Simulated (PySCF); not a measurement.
## Run report: CH2GeN, saddle-point search

System: CH2GeN, multiplicity 2.
Method: HF/6-31G*, UHF, dispersion D4, sfX2C (PySCF 2.14.0).

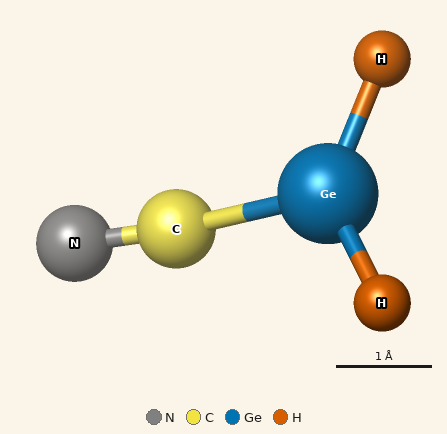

*The structure as given in the input (ball-and-stick view, seen at an oblique angle). Sticks mark near contacts.*

## Input (input.py)
```python
from pyscf import gto
from pyscf.geomopt.geometric_solver import kernel as optimise

molecule = gto.M(
    atom=[
    ('N', (1.874995, -1.145276, 0.869558)),
    ('C', (1.122695, -0.651876, 0.146758)),
    ('Ge', (-0.315900, 0.241400, -0.740100)),
    ('H', (-1.498034, -0.631888, -1.178555)),
    ('H', (-0.165017, 1.754917, -0.937366)),
],
    verbose=3,
    max_memory=1860,
    basis='6-31g*',
    spin=1,
)

mf = molecule.UHF()
mf = mf.x2c()
mf.max_cycle = 100
mf.disp = 'd4'
mf = mf.newton()
converged, mol_eq = optimise(mf, maxsteps=60, transition=True, hessian=True)
print('converged:', converged)
print(mol_eq.tostring())

mf.reset(mol_eq)
molecule = mol_eq
mf.kernel()
energy = mf.e_tot
print('E = %.10f Eh' % energy)
```

Run on 1 thread of Arm Neoverse V2, 24 GiB of memory available, shared host.

Run as:
```bash
OMP_NUM_THREADS=1 python input.py
```

## Log
```
WARN: HOMO -0.0971254669456285 >= LUMO -0.0971254669456285

converged SCF energy = -2185.68874896027  <S^2> = 0.87151222  2S+1 = 2.1180295

WARN: DFTD4 does not support analytical Hessian, using finite difference.

WARN: Mole.unit (angstrom) is changed to Bohr

#|     Arguments passed to driver run_optimizer():      |#
customengine              <pyscf.geomopt.geometric_solver.PySCFEngine object>
maxiter                   60
transition                True
----------------------------------------------------------
 Transition state optimization requested.
Custom engine selected.
Requested bond order-based connectivity but it is not available in the current engine
Bonds will be generated from interatomic distances less than 1.20 times sum of covalent radii
15 internal coordinates being used (instead of 15 Cartesians)
Internal coordinate system (atoms numbered from 1):
Distance 1-2
Distance 2-3
Distance 3-4
Distance 3-5
Angle 2-3-5
Angle 4-3-5
LinearAngleX 1-2-3
LinearAngleY 1-2-3
Out-of-Plane 3-2-4-5
Translation-X 1-5
Translation-Y 1-5
Translation-Z 1-5
Rotation-A 1-5
Rotation-B 1-5
Rotation-C 1-5
<class 'geometric.internal.Distance'> : 4
<class 'geometric.internal.Angle'> : 2
<class 'geometric.internal.LinearAngle'> : 2
<class 'geometric.internal.OutOfPlane'> : 1
<class 'geometric.internal.TranslationX'> : 1
<class 'geometric.internal.TranslationY'> : 1
<class 'geometric.internal.TranslationZ'> : 1
<class 'geometric.internal.RotationA'> : 1
<class 'geometric.internal.RotationB'> : 1
<class 'geometric.internal.RotationC'> : 1
> ===== Optimization Info: ====
> Job type: Transition state optimization
> Maximum number of optimization cycles: 60
> Initial / maximum trust radius (Angstrom): 0.010 / 0.030
> Convergence Criteria:
> Will converge when all 5 criteria are reached:
>  |Delta-E| < 1.00e-06
>  RMS-Grad  < 3.00e-04
>  Max-Grad  < 4.50e-04
>  RMS-Disp  < 1.20e-03
>  Max-Disp  < 1.80e-03
> === End Optimization Info ===

Geometry optimization cycle 1
Cartesian coordinates (Angstrom)
 Atom        New coordinates             dX        dY        dZ
   N   1.874995  -1.145276   0.869558    0.000000  0.000000  0.000000
   C   1.122695  -0.651876   0.146758    0.000000  0.000000 -0.000000
  Ge  -0.315900   0.241400  -0.740100    0.000000  0.000000  0.000000
   H  -1.498034  -0.631888  -1.178555    0.000000  0.000000  0.000000
   H  -0.165017   1.754917  -0.937366    0.000000 -0.000000  0.000000

WARN: Mole.unit (angstrom) is changed to Bohr

converged SCF energy = -2185.68874896093  <S^2> = 0.87147865  2S+1 = 2.1179978
--------------- SecondOrdersfX2C1eUHF_Scanner gradients ---------------
         x                y                z
0 N     0.0084363873    -0.0063093086     0.0157707168
1 C     0.0029511595    -0.0004715442    -0.0116674333
2 Ge    -0.0027603961     0.0017226275    -0.0018264625
3 H    -0.0093261805    -0.0064559598    -0.0020437259
4 H     0.0006990298     0.0115141851    -0.0002330952
----------------------------------------------
cycle 1: E = -2185.68874896  dE = -2185.69  norm(grad) = 0.0280113
>> Using Hessian data provided via params...
>> Initial Cartesian Hessian Eigenvalues
Hessian Eigenvalues:  -1.020e-01 -5.704e-07  7.449e-08  2.947e-07  2.436e-03  2.788e-03  3.943e-03
 2.073e-02  4.389e-02  5.801e-02  9.311e-02  1.544e-01    .....    3.857e-01  5.006e-01  2.183e+00

== Summary of harmonic free energy analysis ==
Note: Rotational symmetry is set to 1 regardless of true symmetry
1 Imaginary Frequencies (cm^-1): 739.269i
Note: Free energy does not include contribution from imaginary mode(s)

Free energy contributions calculated at @ 300.00 K:
Zero-point vibrational energy:                                   13.3815 kcal/mol
H   (Trans + Rot + Vib = Tot):   1.4904 +   0.8942 +   0.6957 =   3.0803 kcal/mol
S   (Trans + Rot + Vib = Tot):  39.7946 +  22.7495 +   3.3861 =  65.9302 cal/mol/K
TS  (Trans + Rot + Vib = Tot):  11.9384 +   6.8248 +   1.0158 =  19.7791 kcal/mol

Ground State Electronic Energy    : E0                        = -2185.68874896 au (  -1371540.3973 kcal/mol)
Free Energy Correction (Harmonic) : ZPVE + [H-TS]_T,R,V       =    -0.00528635 au (        -3.3172 kcal/mol)
Gibbs Free Energy (Harmonic)      : E0 + ZPVE + [H-TS]_T,R,V  = -2185.69403531 au (  -1371543.7146 kcal/mol)

Step    0 : Gradient = 1.253e-02/1.897e-02 (rms/max) Energy = -2185.6887489609
Hessian Eigenvalues:  -2.374e-01 -4.319e-05 -3.815e-06  5.558e-07  1.052e-06  1.941e-06  8.630e-06
 5.494e-02  6.584e-02  7.770e-02  1.810e-01  1.840e-01    .....    1.906e-01  2.819e-01  1.086e+00

Geometry optimization cycle 2
Cartesian coordinates (Angstrom)
 Atom        New coordinates             dX        dY        dZ
   N   1.870979  -1.141999   0.861315   -0.004016  0.003277 -0.008243
   C   1.114845  -0.647876   0.151743   -0.007850  0.004000  0.004985
  Ge  -0.310343   0.238657  -0.745929    0.005557 -0.002743 -0.005829
   H  -1.491890  -0.628300  -1.173577    0.006144  0.003588  0.004978
   H  -0.164852   1.746795  -0.933256    0.000165 -0.008122  0.004110
converged SCF energy = -2185.68952054819  <S^2> = 0.857975  2S+1 = 2.1052078
--------------- SecondOrdersfX2C1eUHF_Scanner gradients ---------------
         x                y                z
0 N     0.0010686676    -0.0014444955     0.0083053964
1 C     0.0079999319    -0.0038236263    -0.0060598559
2 Ge    -0.0028221993     0.0014891898     0.0003348297
3 H    -0.0070633960    -0.0051533316    -0.0020053795
4 H     0.0008169959     0.0089322636    -0.0005749907
----------------------------------------------
cycle 2: E = -2185.68952055  dE = -0.000771587  norm(grad) = 0.0189499
Step    1 : Displace = 9.252e-03/1.012e-02 (rms/max) Trust = 1.000e-02 (=) Grad = 8.475e-03/1.074e-02 (rms/max) E (change) = -2185.6895205482 (-7.716e-04) Quality = 0.996
Hessian Eigenvalues:  -2.369e-01 -4.318e-05 -3.814e-06  5.562e-07  1.052e-06  1.943e-06  8.630e-06
 5.493e-02  6.567e-02  7.769e-02  1.809e-01  1.842e-01    .....    1.912e-01  2.819e-01  1.097e+00

Geometry optimization cycle 3
Cartesian coordinates (Angstrom)
 Atom        New coordinates             dX        dY        dZ
   N   1.872584  -1.141090   0.847367    0.001605  0.000909 -0.013948
   C   1.100655  -0.641017   0.163117   -0.014190  0.006859  0.011374
  Ge  -0.309357   0.237461  -0.742827    0.000986 -0.001196  0.003102
   H  -1.481838  -0.623157  -1.173251    0.010053  0.005143  0.000326
   H  -0.163306   1.735080  -0.934110    0.001546 -0.011715 -0.000854
converged SCF energy = -2185.69035551575  <S^2> = 0.85286578  2S+1 = 2.1003483
--------------- SecondOrdersfX2C1eUHF_Scanner gradients ---------------
         x                y                z
0 N    -0.0018088985     0.0005623491     0.0043153179
1 C     0.0074742378    -0.0037280642    -0.0036971061
2 Ge    -0.0021355088     0.0010059238     0.0009020418
3 H    -0.0041494037    -0.0031403131    -0.0012007047
4 H     0.0006195732     0.0053001044    -0.0003195489
----------------------------------------------
cycle 3: E = -2185.69035552  dE = -0.000834968  norm(grad) = 0.0130048
Step    2 : Displace = 1.308e-02/1.943e-02 (rms/max) Trust = 1.414e-02 (+) Grad = 5.816e-03/9.134e-03 (rms/max) E (change) = -2185.6903555157 (-8.350e-04) Quality = 0.992
Hessian Eigenvalues:  -2.359e-01 -4.317e-05 -3.806e-06  5.645e-07  1.055e-06  1.983e-06  8.631e-06
 5.494e-02  6.639e-02  7.769e-02  1.810e-01  1.851e-01    .....    1.966e-01  2.820e-01  1.098e+00

Geometry optimization cycle 4
Cartesian coordinates (Angstrom)
 Atom        New coordinates             dX        dY        dZ
   N   1.881137  -1.143536   0.826702    0.008553 -0.002446 -0.020665
   C   1.080644  -0.632167   0.185662   -0.020012  0.008850  0.022545
  Ge  -0.310498   0.237228  -0.735644   -0.001141 -0.000233  0.007183
   H  -1.470957  -0.617670  -1.177042    0.010881  0.005488 -0.003791
   H  -0.161588   1.723422  -0.939381    0.001718 -0.011658 -0.005271
converged SCF energy = -2185.69103394913  <S^2> = 0.85187849  2S+1 = 2.099408
--------------- SecondOrdersfX2C1eUHF_Scanner gradients ---------------
         x                y                z
0 N    -0.0014233152     0.0005576008     0.0022629948
1 C     0.0035536245    -0.0016303495    -0.0027213199
2 Ge    -0.0011274549     0.0004434571     0.0008200049
3 H    -0.0013072654    -0.0010678819    -0.0003383822
4 H     0.0003044111     0.0016971735    -0.0000232975
----------------------------------------------
cycle 4: E = -2185.69103395  dE = -0.000678433  norm(grad) = 0.00618283
Step    3 : Displace = 1.937e-02/3.143e-02 (rms/max) Trust = 2.000e-02 (+) Grad = 2.765e-03/4.764e-03 (rms/max) E (change) = -2185.6910339491 (-6.784e-04) Quality = 0.987
Hessian Eigenvalues:  -2.359e-01 -4.305e-05 -3.752e-06  6.052e-07  1.068e-06  2.232e-06  8.635e-06
 5.494e-02  6.795e-02  7.772e-02  1.810e-01  1.852e-01    .....    2.011e-01  2.820e-01  1.099e+00

Geometry optimization cycle 5
Cartesian coordinates (Angstrom)
 Atom        New coordinates             dX        dY        dZ
   N   1.893331  -1.149226   0.803509    0.012194 -0.005690 -0.023193
   C   1.055952  -0.622762   0.225576   -0.024692  0.009405  0.039914
  Ge  -0.312580   0.238320  -0.726381   -0.002083  0.001092  0.009263
   H  -1.460706  -0.615475  -1.188325    0.010251  0.002194 -0.011283
   H  -0.157149   1.716331  -0.953998    0.004439 -0.007091 -0.014617
converged SCF energy = -2185.69130423013  <S^2> = 0.85110509  2S+1 = 2.0986711
--------------- SecondOrdersfX2C1eUHF_Scanner gradients ---------------
         x                y                z
0 N    -0.0006083044     0.0003953395    -0.0005403948
1 C     0.0005100955    -0.0003494388     0.0005184834
2 Ge     0.0001508328    -0.0000759260     0.0001438343
3 H    -0.0000692776    -0.0000688353    -0.0000671620
4 H     0.0000166537     0.0000988606    -0.0000547609
----------------------------------------------
cycle 5: E = -2185.69130423  dE = -0.000270281  norm(grad) = 0.0012433
Step    4 : Displace = 2.662e-02/4.478e-02 (rms/max) Trust = 2.828e-02 (+) Grad = 5.560e-04/9.046e-04 (rms/max) E (change) = -2185.6913042301 (-2.703e-04) Quality = 0.960
Hessian Eigenvalues:  -2.358e-01 -5.182e-05 -7.715e-06 -2.133e-06  8.044e-07  1.159e-06  8.623e-06
 5.494e-02  7.149e-02  7.777e-02  1.810e-01  1.851e-01    .....    2.009e-01  2.821e-01  1.101e+00

Geometry optimization cycle 6
Cartesian coordinates (Angstrom)
 Atom        New coordinates             dX        dY        dZ
   N   1.897078  -1.151729   0.796185    0.003747 -0.002503 -0.007324
   C   1.058698  -0.624309   0.219727    0.002747 -0.001546 -0.005849
  Ge  -0.314186   0.239269  -0.724065   -0.001605  0.000949  0.002316
   H  -1.465823  -0.612502  -1.179837   -0.005117  0.002974  0.008488
   H  -0.157421   1.716761  -0.951994   -0.000272  0.000430  0.002003
converged SCF energy = -2185.69130499037  <S^2> = 0.85200245  2S+1 = 2.0995261
--------------- SecondOrdersfX2C1eUHF_Scanner gradients ---------------
         x                y                z
0 N     0.0000595825    -0.0000386806     0.0000463045
1 C    -0.0000519062     0.0000326781    -0.0000463147
2 Ge    -0.0000226844     0.0000153660    -0.0000024180
3 H     0.0000180596     0.0000121459     0.0000032086
4 H    -0.0000030514    -0.0000215095    -0.0000007804
----------------------------------------------
cycle 6: E = -2185.69130499  dE = -7.60241e-07  norm(grad) = 0.000121699
```

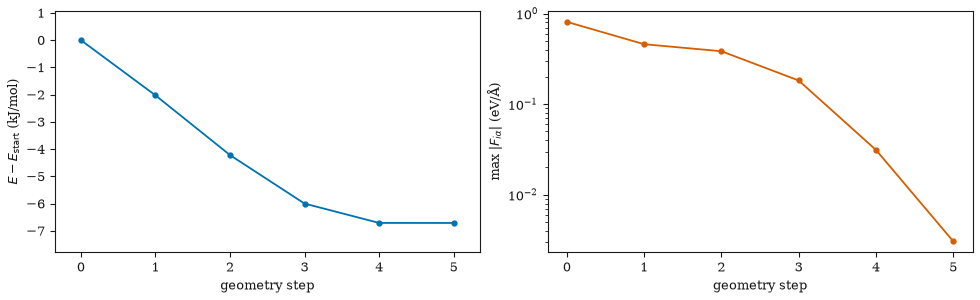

*Progress of the saddle-point search, step by step (steps are counted from 0).*

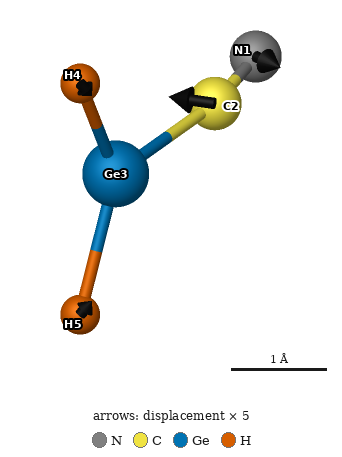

*The starting structure with the displacements as black arrows, magnified 5 times (ball-and-stick view, seen at an oblique angle). The two geometries are laid on each other by the best rigid fit.*

The largest move after the best rigid fit is that of C2, 0.10 Å. By element the largest moves are C 0.10 Å, N 0.07 Å, H 0.04 Å, Ge 0.02 Å. Among the contacts that change: C2–Ge3 1.912 → 1.877 Å, Ge3–H4 1.534 → 1.503 Å, N1–C2 1.154 → 1.146 Å. Among the angles that change: N1–C2–Ge3 168.8° → 180.0°. After 5 geometry steps the energy has fallen by 6.71 kJ/mol. Largest force component: 0.81 eV/Å at the start, 0.0031 eV/Å at the end. (Atoms are counted from 1 in the order of the input.)

```
Step    5 : Displace = 9.810e-04/1.710e-03 (rms/max) Trust = 3.000e-02 (+) Grad = 5.443e-05/8.480e-05 (rms/max) E (change) = -2185.6913049904 (-7.602e-07) Quality = 0.908
Hessian Eigenvalues:  -2.358e-01 -5.182e-05 -7.715e-06 -2.133e-06  8.044e-07  1.159e-06  8.623e-06
 5.494e-02  7.149e-02  7.777e-02  1.810e-01  1.851e-01    .....    2.009e-01  2.821e-01  1.101e+00
Converged! =D

converged: True
N           1.89707818       -1.15172930        0.79618522
C           1.05869817       -0.62430851        0.21972673
Ge         -0.31418563        0.23926926       -0.72406488
H          -1.46582285       -0.61250157       -1.17983718
H          -0.15742124        1.71676088       -0.95199443

WARN: HOMO -0.100016626924793 >= LUMO -0.100016626924793

converged SCF energy = -2185.69130499048  <S^2> = 0.85200832  2S+1 = 2.0995317
E = -2185.6913049905 Eh
```

## Trajectory as extended XYZ (Å, eV, eV/Å), 6 frames, from step=0 to step=5
```
5
Properties=species:S:1:pos:R:3:forces:R:3 step=0 energy=-59475.62076
N     1.8750   -1.1453    0.8696   -0.4338   0.3244  -0.8110
C     1.1227   -0.6519    0.1468   -0.1518   0.0242   0.6000
Ge   -0.3159    0.2414   -0.7401    0.1419  -0.0886   0.0939
H    -1.4980   -0.6319   -1.1786    0.4796   0.3320   0.1051
H    -0.1650    1.7549   -0.9374   -0.0359  -0.5921   0.0120
5
Properties=species:S:1:pos:R:3:forces:R:3 step=1 energy=-59475.64176
N     1.8710   -1.1420    0.8613   -0.0550   0.0743  -0.4271
C     1.1148   -0.6479    0.1517   -0.4114   0.1966   0.3116
Ge   -0.3103    0.2387   -0.7459    0.1451  -0.0766  -0.0172
H    -1.4919   -0.6283   -1.1736    0.3632   0.2650   0.1031
H    -0.1649    1.7468   -0.9333   -0.0420  -0.4593   0.0296
5
Properties=species:S:1:pos:R:3:forces:R:3 step=2 energy=-59475.66448
N     1.8726   -1.1411    0.8474    0.0930  -0.0289  -0.2219
C     1.1007   -0.6410    0.1631   -0.3843   0.1917   0.1901
Ge   -0.3094    0.2375   -0.7428    0.1098  -0.0517  -0.0464
H    -1.4818   -0.6232   -1.1733    0.2134   0.1615   0.0617
H    -0.1633    1.7351   -0.9341   -0.0319  -0.2725   0.0164
5
Properties=species:S:1:pos:R:3:forces:R:3 step=3 energy=-59475.68294
N     1.8811   -1.1435    0.8267    0.0732  -0.0287  -0.1164
C     1.0806   -0.6322    0.1857   -0.1827   0.0838   0.1399
Ge   -0.3105    0.2372   -0.7356    0.0580  -0.0228  -0.0422
H    -1.4710   -0.6177   -1.1770    0.0672   0.0549   0.0174
H    -0.1616    1.7234   -0.9394   -0.0157  -0.0873   0.0012
5
Properties=species:S:1:pos:R:3:forces:R:3 step=4 energy=-59475.69029
N     1.8933   -1.1492    0.8035    0.0313  -0.0203   0.0278
C     1.0560   -0.6228    0.2256   -0.0262   0.0180  -0.0267
Ge   -0.3126    0.2383   -0.7264   -0.0078   0.0039  -0.0074
H    -1.4607   -0.6155   -1.1883    0.0036   0.0035   0.0035
H    -0.1571    1.7163   -0.9540   -0.0009  -0.0051   0.0028
5
Properties=species:S:1:pos:R:3:forces:R:3 step=5 energy=-59475.69031
N     1.8971   -1.1517    0.7962   -0.0031   0.0020  -0.0024
C     1.0587   -0.6243    0.2197    0.0027  -0.0017   0.0024
Ge   -0.3142    0.2393   -0.7241    0.0012  -0.0008   0.0001
H    -1.4658   -0.6125   -1.1798   -0.0009  -0.0006  -0.0002
H    -0.1574    1.7168   -0.9520    0.0002   0.0011   0.0000
```

## Results in brief

- outcome: converged
- total energy: −2185.691305 hartree
- dispersion energy: −0.010588 hartree
- basis functions: 64
- ⟨S²⟩: 0.852
- dipole moment: 4.02 D
- wall time: 80 s
- peak memory: 0.25 GiB

The record of the run, not the program, notes: spin contamination. ⟨S²⟩ is 0.85 against 0.75 for a pure state: the solution is spin-contaminated.
